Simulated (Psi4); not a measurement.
**C2H3In (SMILES C#[C][InH2]): PBE/def2-QZVPP (density fitting, core potential, sweep point 6)**

What is the vertical ionisation energy of C2H3In at PBE/def2-QZVPP (density fitting, core potential, sweep point 6)? 

The calculation is run with Psi4 1.11.

### Step 1. The molecule

The species is C2H3In (6 atoms), meant as a singlet with charge 0. SMILES: `C#[C][InH2]`. Geometry: relaxed at PBE0-D4/def2-TZVP.

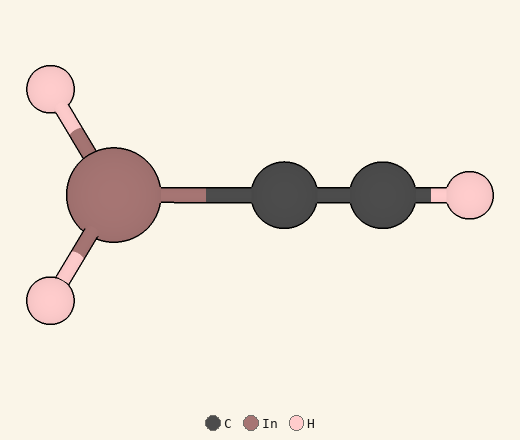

The structure, seen from a chosen angle (carbon dark grey, indium brown, hydrogen pink).

### Step 2. A single-point energy at PBE/def2-QZVPP (density fitting, core potential, sweep point 6)

File job.inp:

```
memory 1600 mb

molecule mol {
  0 1
  C     -0.186600    -1.928000     0.015100
  C     -0.070400    -0.723400     0.005900
  In     0.131900     1.363900    -0.010600
  H     -0.289000    -2.989600     0.023300
  H      0.673500     2.081500    -1.468800
  H     -0.259400     2.195500     1.435000
  units angstrom
  symmetry c1
}

set puream true
set scf_type df
set dft_radial_points 99
set dft_spherical_points 590

energy('pbe/def2-QZVPP')
print_variables()
```

Launch:

```
$ psi4 job.inp job.out -n 1
```

job.out, shortened:

```text
[...]
    !!!  WARNING: ECP capability is in beta. Please check occupations closely.  !!!
[...]
  Running in c1 symmetry.
[...]
  Nuclear repulsion =   91.358346393140707
[...]
  Multiplicity = 1
[...]
  Nalpha       = 18
  Nbeta        = 18
[...]
    Number of basis functions: 286
[...]
   @DF-RKS iter   1:  -267.37681850829165   -6.19121e-01   3.85477e-03 ADIIS/DIIS
[...]
   @DF-RKS iter  10:  -267.97862935277686   -5.71798e-08   2.85322e-07 DIIS
[...]
    Orbital Energies [Eh]
    ---------------------
    Doubly Occupied:
       1A     -9.882667     2A     -9.877436     3A     -4.487299
       4A     -2.936068     5A     -2.923748     6A     -2.923340
       7A     -0.704695     8A     -0.697373     9A     -0.695322
      10A     -0.694402    11A     -0.692197    12A     -0.661125
      13A     -0.482905    14A     -0.407882    15A     -0.294354
      16A     -0.277550    17A     -0.255429    18A     -0.242953
[...]
  @DF-RKS Final Energy:  -267.97862935277686
   => Energetics <=
    Nuclear Repulsion Energy =             91.3583463931407067
    One-Electron Energy =                -620.3313465585274571
    Two-Electron Energy =                 289.4541956072542348
    DFT Exchange-Correlation Energy =     -28.4598247946442804
    Empirical Dispersion Energy =           0.0000000000000000
    VV10 Nonlocal Energy =                  0.0000000000000000
    Total Energy =                       -267.9786293527768635
[...]
 Multipole Moments:
 ------------------------------------------------------------------------------------
     Multipole            Electronic (a.u.)      Nuclear  (a.u.)        Total (a.u.)
 ------------------------------------------------------------------------------------
 L = 1.  Multiply by 2.5417464519 to convert [e a0] to [Debye]
 Dipole X            :          3.3000969           -3.2900290            0.0100679
 Dipole Y            :         34.0974738          -33.9949526            0.1025212
 Dipole Z            :         -0.2664082            0.2657071           -0.0007011
 Magnitude           :                                                    0.1030168
[...]
```

Run time: 38 s. Hardware: 1 thread of Intel Xeon Platinum 8488C (Sapphire Rapids), shared host; peak memory 1.1 GiB.

### Step 3. The doublet cation

File calc.inp:

```
memory 1600 mb

molecule system {
  1 2
  C     -0.186600    -1.928000     0.015100
  C     -0.070400    -0.723400     0.005900
  In     0.131900     1.363900    -0.010600
  H     -0.289000    -2.989600     0.023300
  H      0.673500     2.081500    -1.468800
  H     -0.259400     2.195500     1.435000
  symmetry c1
}

set {
  basis                def2-QZVPP
  reference            uks
  puream               true
  scf_type             df
  dft_radial_points    99
  dft_spherical_points 590
  maxiter              100
}

result, w = energy('pbe', return_wfn=True)
print_variables()
```

Launch:

```
$ psi4 calc.inp calc.out -n 1
```

calc.out, shortened:

```text
[...]
  Running in c1 symmetry.
[...]
  Nuclear repulsion =   91.358346393140707
[...]
  Multiplicity = 2
[...]
  Nalpha       = 18
  Nbeta        = 17
[...]
    Number of basis functions: 286
[...]
   @DF-UKS iter   1:  -267.07761660478843   -3.19919e-01   3.67037e-03 DIIS/ADIIS
[...]
   @DF-UKS iter  13:  -267.62737315604107   -6.84353e-08   4.63932e-07 DIIS
[...]
   @S^2 Observed:                7.555898626E-01
[...]
    Orbital Energies [Eh]
    ---------------------
    Alpha Occupied:
       1A    -10.141722     2A    -10.128504     3A     -4.715864
       4A     -3.162180     5A     -3.154149     6A     -3.152192
       7A     -0.935425     8A     -0.929046     9A     -0.923017
      10A     -0.921938    11A     -0.920522    12A     -0.911909
      13A     -0.707729    14A     -0.635737    15A     -0.525815
      16A     -0.518999    17A     -0.492363    18A     -0.489765
    Alpha Virtual:
      19A     -0.299328    20A     -0.243368    21A     -0.236707
      22A     -0.198719    23A     -0.166978    24A     -0.132087
      25A     -0.111058    26A     -0.110616    27A     -0.090672
[...]
  @DF-UKS Final Energy:  -267.62737315604107
   => Energetics <=
    Nuclear Repulsion Energy =             91.3583463931407067
    One-Electron Energy =                -611.9525297554716872
    Two-Electron Energy =                 281.1452878028114242
    DFT Exchange-Correlation Energy =     -28.1784775965214749
    Empirical Dispersion Energy =           0.0000000000000000
    VV10 Nonlocal Energy =                  0.0000000000000000
    Total Energy =                       -267.6273731560410738
  UHF NO Occupations:
  HONO-2 :   16  A 1.9989739
  HONO-1 :   17  A 1.9986028
[...]
 Multipole Moments:
 ------------------------------------------------------------------------------------
     Multipole            Electronic (a.u.)      Nuclear  (a.u.)        Total (a.u.)
 ------------------------------------------------------------------------------------
 L = 1.  Multiply by 2.5417464519 to convert [e a0] to [Debye]
 Dipole X            :          3.1867557           -3.2900290           -0.1032732
 Dipole Y            :         32.9248173          -33.9949526           -1.0701353
 Dipole Z            :         -0.2575168            0.2657071            0.0081903
 Magnitude           :                                                    1.0751381
[...]
```

Run time: 72 s. Hardware: 1 thread of Intel Xeon Platinum 8488C (Sapphire Rapids), shared host; peak memory 1.1 GiB.

### Step 4. Outcome

Level: PBE/def2-QZVPP (density fitting, core potential, sweep point 6).

```
                                          quantity          value
                      singlet C2H3In: total energy  -267.97863 Eh
                     singlet C2H3In: dipole moment         0.26 D
                       singlet C2H3In: HOMO energy       -6.61 eV
                       singlet C2H3In: LUMO energy       -2.76 eV
                     singlet C2H3In: HOMO–LUMO gap        3.85 eV
                      doublet cation: total energy  -267.62737 Eh
doublet cation: HOMO energy (highest over α and β)      -13.17 eV
 doublet cation: LUMO energy (lowest over α and β)      -12.47 eV
                              doublet cation: ⟨S²⟩          0.756
vertical ionisation energy (to the doublet cation)       9.558 eV
```

**Reading.** Removing an electron at fixed nuclei costs 9.56 eV (220 kcal/mol). The negative HOMO energy of the first species, 6.61 eV, lies 2.95 eV below that difference.
